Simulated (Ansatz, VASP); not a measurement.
# Cross-check of LiF (Griceite) between VASP and Ansatz

Wanted: the spread between two codes on one cell, functional and k mesh. The cell comes out of the VASP series on this material, whose earlier steps may have relaxed, scaled or displaced it; both programs get it as it stands.

Program: Ansatz 0.2.0. Level of theory: plane waves, with VASP 6.6.1 beside it; band structure at PBE with D3(BJ) and single point at PBE with D3(BJ). Results are calculated unless marked as measured.

**1. Starting point**

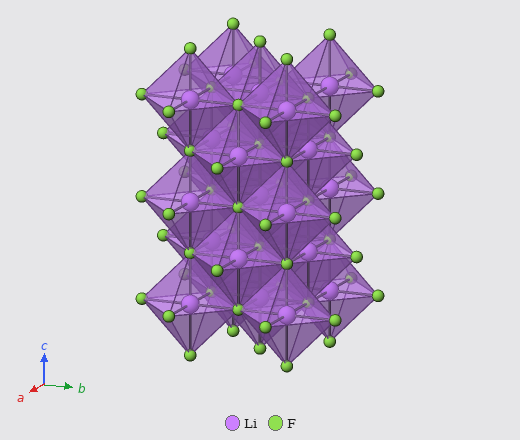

The cell as given, slightly off an axis (lithium purple, fluorine green). 1×1×2 cells are drawn. This picture shows the conventional cell, with its axes. Some periodic images of atoms are drawn too.

Structure file:

```xyz
2
Lattice="0.0000 1.9919 1.9919 1.9919 0.0000 1.9919 1.9919 1.9919 0.0000" Properties=species:S:1:pos:R:3 pbc="T T T"
Li    0.0000    0.0000    0.0000
F     1.9919    1.9919    1.9919
```

**2. VASP: band structure, PBE with D3(BJ)**

Levels along a path test the potential and the projectors away from the mesh points.

Lines of VASP's logs that name or quote its potential files are left out, and so is its time.

The input, INCAR:

```
SYSTEM = LiF
PREC = Accurate
ENCUT = 650
EDIFF = 1E-06
NELM = 100
ISMEAR = 0
SIGMA = 0.05
LREAL = .FALSE.
ALGO = Normal
GGA = PE
IVDW = 12
NBANDS = 17
LORBIT = 11
LWAVE = .FALSE.
LCHARG = .FALSE.
KPAR = 2
```

The input, POSCAR:

```
LiF
1.0
    0.0000000000      1.9919231069      1.9919231069
    1.9919231069      0.0000000000      1.9919231069
    1.9919231069      1.9919231069      0.0000000000
Li F
1 1
Direct
    0.0000000000      0.0000000000      0.0000000000
    0.5000000000      0.5000000000      0.5000000000
```

The input, KPOINTS:

```
Automatic mesh
0
Gamma
10 10 10
0 0 0
```

The input, KPOINTS_OPT:

```
Line mode
16
Line-mode
Reciprocal
  0.00000000   0.00000000   0.00000000 GAMMA
  0.50000000   0.00000000   0.50000000 X

  0.50000000   0.00000000   0.50000000 X
  0.50000000   0.25000000   0.75000000 W

  0.50000000   0.25000000   0.75000000 W
  0.37500000   0.37500000   0.75000000 K

  0.37500000   0.37500000   0.75000000 K
  0.00000000   0.00000000   0.00000000 GAMMA

  0.00000000   0.00000000   0.00000000 GAMMA
  0.50000000   0.50000000   0.50000000 L

  0.50000000   0.50000000   0.50000000 L
  0.62500000   0.25000000   0.62500000 U

  0.62500000   0.25000000   0.62500000 U
  0.50000000   0.25000000   0.75000000 W

  0.50000000   0.25000000   0.75000000 W
  0.50000000   0.50000000   0.50000000 L

  0.50000000   0.50000000   0.50000000 L
  0.37500000   0.37500000   0.75000000 K

  0.62500000   0.25000000   0.62500000 U
  0.50000000   0.00000000   0.50000000 X
```

PAW data sets: Li_sv and F (PBE family, release 64).

Started as:

```bash
$ mpirun -np 2 vasp_std
```

Numbers of over 12 decimals in the logs are rounded to 6 here.

Log:

```text
[banner, memory and clock lines left out]
running    2 mpi-ranks, on    1 nodes
 distrk:  each k-point on    1 cores,    2 groups
 distr:  one band on    1 cores,    1 groups

 POSCAR found type information on POSCAR LiF
 POSCAR found :  2 types and       2 ions
 LDA part: xc-table for (Slater+PW92), standard interpolation
 POSCAR, INCAR and KPOINTS ok, starting setup
 FFT: planning ... GRIDC
 FFT: planning ... GRID_SOFT
 FFT: planning ... GRID
 WAVECAR not read
 entering main loop
       N       E                     dE             d eps       ncg     rms          rms(c)
DAV:   1     0.441831455222E+02    0.44183E+02   -0.56967E+03  1606   0.699E+02
DAV:   2    -0.880755093728E+01   -0.52991E+02   -0.51583E+02  2160   0.181E+02
DAV:   3    -0.101320992162E+02   -0.13245E+01   -0.13213E+01  1839   0.246E+01
DAV:   4    -0.101386729388E+02   -0.65737E-02   -0.65733E-02  1973   0.184E+00
DAV:   5    -0.101386979012E+02   -0.24962E-04   -0.24962E-04  1870   0.102E-01    0.453E+00
DAV:   6    -0.962052241743E+01    0.51818E+00   -0.20256E+00  1882   0.693E+00    0.138E+00
DAV:   7    -0.962447309279E+01   -0.39507E-02   -0.19212E-02  2165   0.966E-01    0.865E-01
DAV:   8    -0.963061272240E+01   -0.61396E-02   -0.13362E-02  2078   0.939E-01    0.119E-01
DAV:   9    -0.963059349964E+01    0.19223E-04   -0.88301E-04  1954   0.218E-01    0.456E-02
DAV:  10    -0.963067523652E+01   -0.81737E-04   -0.12832E-04  1908   0.714E-02    0.214E-02
DAV:  11    -0.963067808374E+01   -0.28472E-05   -0.91567E-06  1954   0.216E-02    0.350E-03
DAV:  12    -0.963067915511E+01   -0.10714E-05   -0.58120E-07  1943   0.543E-03    0.801E-04
DAV:  13    -0.963067909078E+01    0.64335E-07   -0.78909E-08   929   0.170E-03
   1 F= -.99998202E+01 E0= -.99998202E+01  d E =-.114573E-37
 Start KPOINTS_OPT (optional k-point list driver)
k-point batch [1-47\160]
       N       E                     dE             ncg
DAV:   1    -0.401871002656E+04   -0.26824E+05     1622
DAV:   2    -0.639631598303E+04   -0.23776E+04     2143
DAV:   3    -0.645116130032E+04   -0.54845E+02     1888
DAV:   4    -0.645140497319E+04   -0.24367E+00     1991
DAV:   5    -0.645140632718E+04   -0.13540E-02     1894
DAV:   6    -0.645140633939E+04   -0.12213E-04     1975
DAV:   7    -0.645140633956E+04   -0.17329E-06     1807
[...]
k-point batch [142-160\160]
       N       E                     dE             ncg
DAV:   1     0.138183910128E+05   -0.12546E+05      646
DAV:   2     0.129200671217E+05   -0.89832E+03      860
DAV:   3     0.128989999209E+05   -0.21067E+02      843
DAV:   4     0.128989403970E+05   -0.59524E-01      816
DAV:   5     0.128989401834E+05   -0.21362E-03      848
DAV:   6     0.128989401824E+05   -0.10571E-05      801
DAV:   7     0.128989401824E+05   -0.61300E-08      855
```

Parts of OUTCAR (step 2):

```text
ion  position               nearest neighbor table
   1  0.000  0.000  0.000-   2 1.99   2 1.99   2 1.99   2 1.99   2 1.99   2 1.99
   2  0.500  0.500  0.500-   1 1.99   1 1.99   1 1.99   1 1.99   1 1.99   1 1.99

  LATTYP: Found a face centered cubic cell.
 ALAT       =     3.9838462138

 Subroutine GETGRP returns: Found 48 space group operations
 (whereof 48 operations were pure point group operations)

The static configuration has the point symmetry O_h .

 Found     47 irreducible k-points:

   k-points           NKPTS =     47   k-points in BZ     NKDIM =     47   number of bands    NBANDS=     17

   dimension x,y,z NGX =    24 NGY =   24 NGZ =   24
   dimension x,y,z NGXF=    48 NGYF=   48 NGZF=   48

   ENCUT  =  650.0 eV  47.77 Ry    6.91 a.u.   5.86  5.86  5.86*2*pi/ulx,y,z

   NELECT =      10.0000    total number of electrons

 k-points in reciprocal lattice and weights: Automatic mesh
   0.00000000  0.00000000  0.00000000       0.001
   0.10000000  0.00000000  0.00000000       0.008
   0.20000000  0.00000000  0.00000000       0.008
   0.30000000  0.00000000  0.00000000       0.008
   0.40000000  0.00000000  0.00000000       0.008
   0.50000000  0.00000000  0.00000000       0.004
   0.10000000  0.10000000  0.00000000       0.006
   0.20000000  0.10000000  0.00000000       0.024
   0.30000000  0.10000000  0.00000000       0.024
[...]
-0.30000000  0.40000000  0.20000000       0.024
  -0.30000000  0.50000000  0.20000000       0.012

 average (electrostatic) potential at core
       1 -60.6784       2 -76.5995

 E-fermi :  -0.3775

 k-point     1 :       0.0000    0.0000    0.0000
  band No.  band energies     occupation
      1     -41.6614      2.00000
      2     -20.8871      2.00000
      3      -0.8215      2.00000
      4      -0.8215      2.00000
      5      -0.8215      2.00000
      6       8.5637      0.00000
      7      23.5900      0.00000
      8      23.5900      0.00000
      9      23.5900      0.00000
     10      23.8364      0.00000
    ...

 k-point     2 :       0.1000    0.0000    0.0000
  band No.  band energies     occupation
      1     -41.6548      2.00000
      2     -20.8460      2.00000
      3      -1.1191      2.00000
      4      -0.8453      2.00000
      5      -0.8453      2.00000
      6       8.8563      0.00000
      7      20.7825      0.00000
      8      22.2680      0.00000
      9      22.2680      0.00000
     10      24.9293      0.00000
    ...

 k-point     3 :       0.2000    0.0000    0.0000
  band No.  band energies     occupation
      1     -41.6379      2.00000
      2     -20.7361      2.00000
      3      -1.8351      2.00000
      4      -0.9071      2.00000
      5      -0.9071      2.00000
      6       9.4957      0.00000
      7      18.2870      0.00000
      8      20.7350      0.00000
      9      20.7350      0.00000
     10      26.0265      0.00000
    ...

 Edisp (eV)   -0.36914

  Total      -0.00561    -0.00561    -0.00561     0.00000     0.00000     0.00000
  in kB      -0.56842    -0.56842    -0.56842     0.00000     0.00000     0.00000
  external pressure =       -0.57 kB  Pullay stress =        0.00 kB

  energy-cutoff  :      650.00
  volume of cell :       15.81
      direct lattice vectors                 reciprocal lattice vectors
     0.000000000  1.991923107  1.991923107    -0.251013705  0.251013705  0.251013705
     1.991923107  0.000000000  1.991923107     0.251013705 -0.251013705  0.251013705
     1.991923107  1.991923107  0.000000000     0.251013705  0.251013705 -0.251013705

 POSITION                                       TOTAL-FORCE (eV/Angst)
 -----------------------------------------------------------------------------------
      0.00000      0.00000      0.00000        -0.000000     -0.000000      0.000000
      1.99192      1.99192      1.99192         0.000000      0.000000     -0.000000
 -----------------------------------------------------------------------------------
    total drift:                               -0.000000     -0.000000      0.000000

  FREE ENERGIE OF THE ION-ELECTRON SYSTEM (eV)
  ---------------------------------------------------
  free  energy   TOTEN  =        -9.9998202493 eV

  energy  without entropy=       -9.9998202493  energy(sigma->0) =       -9.99982025

 total charge
# of ion       s       p       d       tot
------------------------------------------
    1        2.019   0.051   0.000   2.070
    2        1.725   4.422   0.000   6.146
--------------------------------------------------
tot          3.744   4.473   0.000   8.216

[... 3 further parts left out ...]
```

The run ends at a pressure of -0.06 GPa.

**3. Ansatz: band structure, PBE with D3(BJ)**

Ansatz runs on its default PAW (the set named soft_2) files.

The same cell, functional, mesh and smearing now go to Ansatz, which takes its cutoff from its data sets.

The input, input.yaml:

```yaml
crystal:
  lattice:
    - [0.0, 1.9919231069, 1.9919231069]
    - [1.9919231069, 0.0, 1.9919231069]
    - [1.9919231069, 1.9919231069, 0.0]
  atoms:
    - { symbol: Li, position: [0.0, 0.0, 0.0] }
    - { symbol: F, position: [0.5, 0.5, 0.5] }
hamiltonian:
  xc: pbe
  pseudopotentials: { kind: paw }
  dispersion: d3bj
kpoints:
  mp_grid: { grid: [10, 10, 10] }
  band_path:
    path:
      - [0.0, 0.0, 0.0]
      - [0.16667, 0.0, 0.16667]
      - [0.33333, 0.0, 0.33333]
      - [0.5, 0.0, 0.5]
      - [0.5, 0.08333, 0.58333]
      - [0.5, 0.18333, 0.68333]
      - [0.5, 0.25, 0.75]
      - [0.45, 0.3, 0.75]
      - [0.40833, 0.34167, 0.75]
      - [0.35, 0.35, 0.7]
      - [0.225, 0.225, 0.45]
      - [0.075, 0.075, 0.15]
      - [0.05, 0.05, 0.1]
      - [0.03333, 0.03333, 0.03333]
      - [0.23333, 0.23333, 0.23333]
      - [0.4, 0.4, 0.4]
      - [0.51667, 0.46667, 0.51667]
      - [0.55833, 0.38333, 0.55833]
      - [0.60833, 0.28333, 0.60833]
      - [0.60833, 0.25, 0.64167]
      - [0.55833, 0.25, 0.69167]
      - [0.51667, 0.25, 0.73333]
      - [0.5, 0.3, 0.7]
      - [0.5, 0.38333, 0.61667]
      - [0.5, 0.48333, 0.51667]
      - [0.475, 0.475, 0.55]
      - [0.425, 0.425, 0.65]
      - [0.38333, 0.38333, 0.73333]
      - [0.59167, 0.18333, 0.59167]
      - [0.55, 0.1, 0.55]
      - [0.5, 0.0, 0.5]
    npoints: 1
scf:
  occupations: { method: gaussian, width: 0.05 }
  n_extra_bands: 7
output:
  forces: true
  stress: true
  eigenvalues: true
```

Started as:

```bash
$ ansatz run input.yaml --threads 2 --pin off --max-ram 4608MiB --backend cpu --events-out ev --progress --plain --runs-dir out
```

Log:

```text
scf.n_extra_bands = 7 over 5 filled bands (N_el = 10.0): the run solves 12 bands
Engine: ansatz 0.2.0, aarch64-unknown-linux-gnu
Pseudopotentials: kind: paw
Pseudopotential: Li, paw, valence charge 3, recommended cutoff 420 eV (normal), Li.paw.azcp
Pseudopotential: F, paw, valence charge 7, recommended cutoff 420 eV (normal), F.paw.azcp
Functional definition: PBE
  parameter kappa = 0.804
  parameter beta = 0.066725
  exchange = pbe_x(kappa = kappa, mu = beta*pi^2/3)
  correlation = pbe_c(beta = beta)
Crystal: 2 atoms, lattice volume = 15.807 Å³
Basis set: ecut = 420 eV, 331 PW (Γ), exchange–correlation on 40×40×40 points (8 copies of the dense FFT grid, shifted against one another)
Bands: 12, of which v1, the nominal top of the filled ones, is band 5 counted from 1 (4 counted from 0)
Symmetry: 48 space group operations
Space group: Fm-3m (ITA 225), of the structure as read, at distance tolerance 2.5e-5 Å
k-points: 47 of 1000
Non-local potential: Li, projectors of the file, l = 0: 3, l = 1: 2, l = 2: 1
Non-local potential: F, projectors of the file, l = 0: 2, l = 1: 2, l = 2: 1
PAW form: soft (Blöchl's): semilocal exchange-correlation on the pseudo side does not see the compensation charge
PAW one-centre angular grid: Li, 110 points (default); XC on 64 Gauss nodes
PAW one-centre angular grid: F, 110 points (default); XC on 64 Gauss nodes
Initial density: superposition of atomic densities (neutral atoms: chi_scale 0, normalization atom), corrected by the library's trained network
Initial wavefunctions: pseudopotential atomic-orbital guess
Functional: x = pbe(κ = 0.804, μ = 0.219515), c = pbe(β = 0.066725)
SCF iter   1: F=—  HF=-1016.525417 eV  |F-HF|=—  |Δ(HF+E_count)|=         —  Δρ=7.18e-4  dr2=2.85e-5  ethr=1.77e-3  ⟨swp⟩=5.4  Hψ=3117  notcnv=0  defer=31
preconditioner: auto → none  [insulator: Δε(μ)=9.376 eV  Ē_g=28.499 eV  σ=0.050 eV  W_gap=1.00  n_scr=0 (ndim 8)  ℏωp=26.4 eV  f_vac=0.000  D(μ)=0.00/eV (n_scr^D=0)  ε∞_Penn≈1.9]
SCF iter   2: F=—  HF=-1016.525426 eV  |F-HF|=—  |Δ(HF+E_count)|=   9.57e-6  Δρ=1.18e-3  dr2=1.36e-4  ethr=2.85e-7  ⟨swp⟩=2.1  Hψ=1112  notcnv=0  defer=66
SCF iter   3: F=—  HF=-1016.525408 eV  |F-HF|=—  |Δ(HF+E_count)|=   1.80e-5  Δρ=6.38e-4  dr2=3.97e-5  ethr=2.85e-7  ⟨swp⟩=2.3  Hψ=592  notcnv=0  defer=66
SCF iter   4: F=—  HF=-1016.525409 eV  |F-HF|=—  |Δ(HF+E_count)|=   4.60e-7  Δρ=1.64e-4  dr2=5.52e-7  ethr=2.85e-7  ⟨swp⟩=2.3  Hψ=591  notcnv=0  defer=66
SCF iter   5: F=—  HF=-1016.525434 eV  |F-HF|=—  |Δ(HF+E_count)|=   2.50e-5  Δρ=4.19e-4  dr2=1.83e-5  ethr=5.52e-9  ⟨swp⟩=2.0  Hψ=680  notcnv=0  defer=66
SCF iter   6: F=—  HF=-1016.525429 eV  |F-HF|=—  |Δ(HF+E_count)|=   4.50e-6  Δρ=2.00e-4  dr2=4.18e-6  ethr=5.52e-9  ⟨swp⟩=2.0  Hψ=633  notcnv=0  defer=66
SCF iter   7: F=—  HF=-1016.525428 eV  |F-HF|=—  |Δ(HF+E_count)|=   1.06e-6  Δρ=8.74e-5  dr2=8.01e-7  ethr=5.52e-9  ⟨swp⟩=2.0  Hψ=629  notcnv=0  defer=66
SCF iter   8: F=-1016.525428 eV  HF=-1016.525428 eV  |F-HF|=1.00e-8  |Δ(HF+E_count)|=   2.49e-7  Δρ=1.05e-5  dr2=1.16e-8  ethr=1.00e-9  ⟨swp⟩=5.3  Hψ=2397  notcnv=0
SCF 1 converged in 8 iterations: F = -1016.525428 eV  dr2 = 1.16e-8
  greatest PAW one-centre occupation: 1.000 electrons in one spin orbital (limit 2), on the Li atom at site 0 (counted from 0), in its partial waves of l = 0
NSCF: frozen V_eff on 31 k-points
SCF converged after 8 iterations
Free energy (F): -1016.525428 eV
Harris-Foulkes:  -1016.525428 eV  (|F-HF|=1.00e-8)
Internal energy: -1016.525428 eV  (E = F + TS)
E sigma→0 (E₀):  -1016.525428 eV
Fermi energy:    5.965121 eV
--- Per-component energies (eV) ---
  E_band       = -115.251987
  E_kinetic    = 231.077374
  E_local      = -631.432799  (includes V_loc(G=0)·N_el)
  E_nonlocal   = 40.451250
  E_hartree    = 220.880419
  E_xc         = -91.946771
  E_vxc        = -117.960172  (∫ρ·V_xc dr)
  E_paw        = -221.883380  (= ΣΔE_a)
  E_vpaw       = -79.147710  (= ΣTr[D̂ρ^β])
  E_aug_tail   = 0.002165  (compensation charges beyond the density's cutoff)
  E_ewald      = -563.304469
  E_disp       = -0.369217  (pairwise vdW)
  E_smearing   = -0.000000  (= −TS)
  E_closure    = -0.000000  (closes the sum)
  Σ components = -1016.525428   (vs F -1016.525428, Δ=0.00e0)
--- Forces (eV/Å), atoms counted from 1 ---
  atom   1  Li    -0.00000000     0.00000000     0.00000000
  atom   2  F      0.00000000    -0.00000000     0.00000000
  max |Σ_I F_I| component: 3.44e-29 eV/Å
--- Stress (GPa, compression-positive) ---
        0.939817       0.000000       0.000000
        0.000000       0.939817       0.000000
        0.000000      -0.000000       0.939817
  P = ⅓ Tr σ = 0.9398 GPa (9.398 kbar)
--- Band table (eV; the first three rows and the last of 47) ---
  k-point 0: bands = [... 1 lower, -18.7891, 1.2704, 1.2704, 1.2704, 10.6596, 25.6653, 25.6653, 25.6653, ... 3 higher]
  k-point 1: bands = [... 1 lower, -18.7485, 0.9731, 1.2468, 1.2468, 10.9517, 22.8829, 24.3574, 24.3574, ... 3 higher]
  k-point 2: bands = [... 1 lower, -18.6395, 0.2578, 1.1855, 1.1855, 11.5945, 20.3909, 22.8285, 22.8285, ... 3 higher]
  k-point 46: bands = [... 1 lower, -18.0711, -1.2172, -0.5743, 0.4230, 16.4986, 16.7870, 19.0504, 21.0514, ... 3 higher]
```

Elapsed: 1.1 s, on 2 threads of Arm Neoverse N1, shared host; peak memory 0.23 GiB; 1.8 s of CPU time.

The column dr2 measures how far the density is from self-consistency, as an energy; F and HF (Harris–Foulkes) agree once it is small.

**4. Differences**

Known differences besides the PAW data sets themselves: the cutoff is 420 eV in Ansatz and 650 eV in VASP; VASP leaves aspherical gradient terms in its spheres out (LASPH is not set), Ansatz keeps them. Total energies have different zeros and are not compared.

Both answers:

```
                     quantity  Ansatz   VASP  difference
               pressure (GPa)    0.94  -0.06       +1.00
gap over the path points (eV)   9.388  9.384      +0.004
```

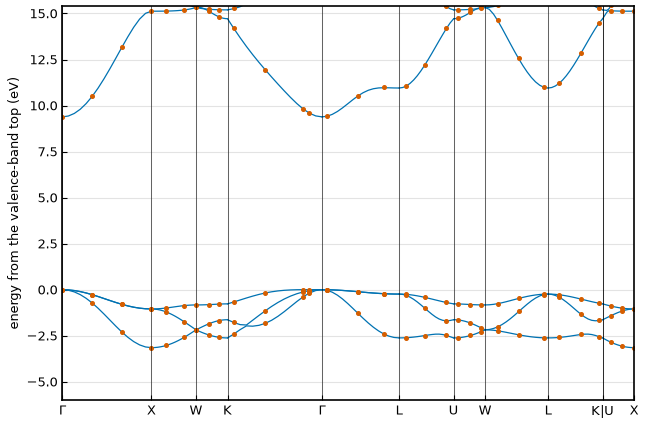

Bands from VASP (lines) and levels from Ansatz (dots). Dots without a line are higher empty bands that the VASP plot leaves out.

Levels at points of the path, from each program's valence-band top (eV; 3 filled, then empty):

| k (reciprocal lattice) | Ansatz | VASP |
| --- | --- | --- |
| 0.000 0.000 0.000 | 0.00 0.00 0.00 9.39 24.39 | 0.00 0.00 0.00 9.38 24.41 |
| 0.167 0.000 0.167 | -0.72 -0.27 -0.27 10.50 20.76 | -0.72 -0.27 -0.27 10.49 20.74 |
| 0.333 0.000 0.333 | -2.29 -0.79 -0.79 13.16 17.69 | -2.30 -0.80 -0.80 13.16 17.67 |
| 0.500 0.000 0.500 | -3.14 -1.05 -1.05 15.14 16.65 | -3.15 -1.05 -1.05 15.12 16.63 |
| 0.500 0.083 0.583 | -3.02 -1.21 -0.99 15.14 16.25 | -3.03 -1.21 -0.99 15.13 16.23 |
| 0.500 0.183 0.683 | -2.59 -1.74 -0.86 15.20 15.59 | -2.59 -1.74 -0.87 15.19 15.58 |
| 0.500 0.250 0.750 | -2.17 -2.17 -0.83 15.34 15.34 | -2.18 -2.18 -0.83 15.32 15.32 |
| 0.450 0.300 0.750 | -2.45 -1.86 -0.81 15.14 15.24 | -2.46 -1.86 -0.81 15.13 15.23 |
| 0.408 0.342 0.750 | -2.58 -1.68 -0.78 14.83 15.21 | -2.59 -1.68 -0.78 14.81 15.20 |
| 0.350 0.350 0.700 | -2.40 -1.78 -0.67 14.21 15.27 | -2.41 -1.78 -0.67 14.19 15.26 |

Among the levels compared (up to four filled and three empty ones at each point), filled levels agree within 7 meV and empty ones within 23 meV. Ansatz's pressure holds a Pulay correction of 0.72 GPa; VASP's holds none.

**5. Looking for the cause**

An all-electron run, which needs no data sets, serves as referee.

```csv
run,difference in gap over the path points (eV)
as above,0.0037
Ansatz's all-electron LAPW method,-0.018
```

**6. Ansatz: single point, PBE with D3(BJ)**

A single point gives forces, pressure and levels at one fixed geometry, so differences don't come from the geometry; what else differs is listed under the comparison. The cell compared in this pair holds 15.49 Å³, against 15.81 Å³ for the pair before.

The cell is a member of a volume series, scaled by 0.98 from a relaxed one, so a pressure remains.

input.yaml, the sections that differ from step 3:

```yaml
crystal:
  lattice:
    - [0.0, 1.9785540926, 1.9785540926]
    - [1.9785540926, 0.0, 1.9785540926]
    - [1.9785540926, 1.9785540926, 0.0]
  atoms:
    - { symbol: Li, position: [0.0, 0.0, 0.0] }
    - { symbol: F, position: [0.5, 0.5, 0.5] }
kpoints:
  mp_grid: { grid: [10, 10, 10] }
scf:
  occupations: { method: gaussian, width: 0.05 }
  n_extra_bands: 4
# hamiltonian, output: as in step 3
```

Log:

```text
[...]
Crystal: 2 atoms, lattice volume = 15.491 Å³
Basis set: ecut = 420 eV, 307 PW (Γ), exchange–correlation on 40×40×40 points (8 copies of the dense FFT grid, shifted against one another)
Bands: 9, of which v1, the nominal top of the filled ones, is band 5 counted from 1 (4 counted from 0)
Symmetry: 48 space group operations
[...]
k-points: 47 of 1000
[...]
Free energy (F): -1016.522002 eV
[...]
Internal energy: -1016.522002 eV  (E = F + TS)
E sigma→0 (E₀):  -1016.522002 eV
Fermi energy:    6.232536 eV
[...]
--- Stress (GPa, compression-positive) ---
        2.591214      -0.000000       0.000000
       -0.000000       2.591214      -0.000000
        0.000000      -0.000000       2.591214
  P = ⅓ Tr σ = 2.5912 GPa (25.912 kbar)
--- Band table (eV; the first three rows and the last of 47) ---
[...]
[key lines of the parts left out:]
SCF converged after 6 iterations
```

Elapsed: 0.75 s, on 2 threads; peak memory 0.23 GiB; 1.1 s of CPU time.

The run ends at a pressure of 2.59 GPa.

(Part 1 of 2 ends here.)

[Lines on the potential files, build, host, timing and source positions are cut from VASP's logs without a mark.]

[Logs are printed without paths, hosts, clocks, repeated set-up lines and the standing remarks that a program may print on its own settings, such as how far it seeks lower states.]

[Hosts, paths, dates, database ids (printed as entryN), source tags and the programs' standing remarks are cut or masked in the printed files.]
